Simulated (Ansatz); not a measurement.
The starting structures come from a database of crystals and need not be the phases stable at ambient conditions.

 Where the default PAW files enter, the runs use the earlier of Ansatz's two default sets.

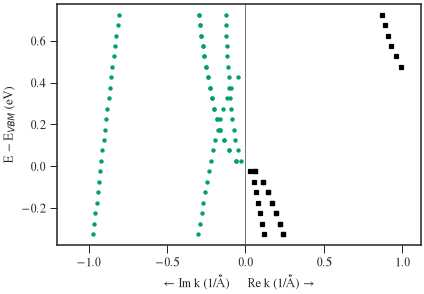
Figure: Complex bands at the centre of the two-dimensional zone; Ansatz (a first-principles code) with PBEsol

The gap is the functional's own. No spin-orbit coupling. Mid-gap values are interpolated on the energy grid.

Q: This is MgTe (Fm-3m, rock salt, not sure to be the ambient phase, 2 atoms a cell, 26.3 Å³ an atom) along the normal of (001). Read off the slowest decay at the centre of the two-dimensional zone at 0.23 eV, the computed energy nearest the middle of the gap.

A: κ ≈ 0.08 1/Å, a decay length 1/(2κ) of the density of 6.0 Å.
